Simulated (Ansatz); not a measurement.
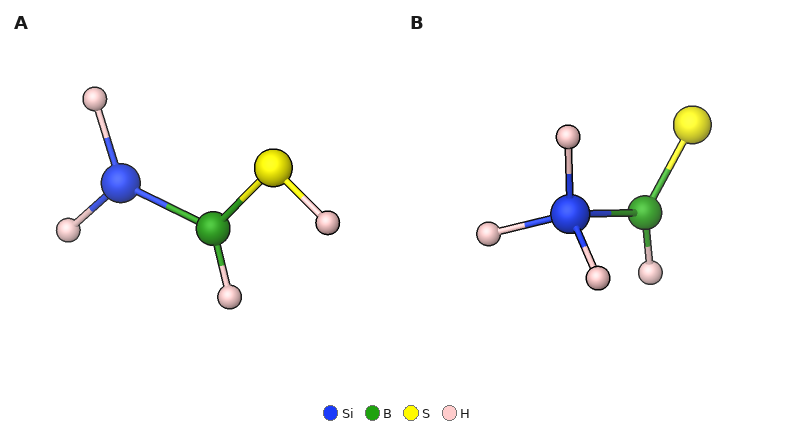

2 stationary structures of one formula. Charge 0, doublet. Geometries: PBE0-D4/def2-TZVP. Electronic energies: UHF-CCSD(T) (frozen core)/def2-TZVPP (Ansatz 0.2.0), without zero-point energy. No frequency run is at hand to confirm each as a minimum.

How are they related?

Answer. They are constitutional isomers of BH4SSi: A `[SiH2]BS`, B `[SiH3]B[S]`.

Rank them by energy, lowest first.

Answer. B is lowest (Cs); A lies 21.0 kJ/mol above it (Cs).
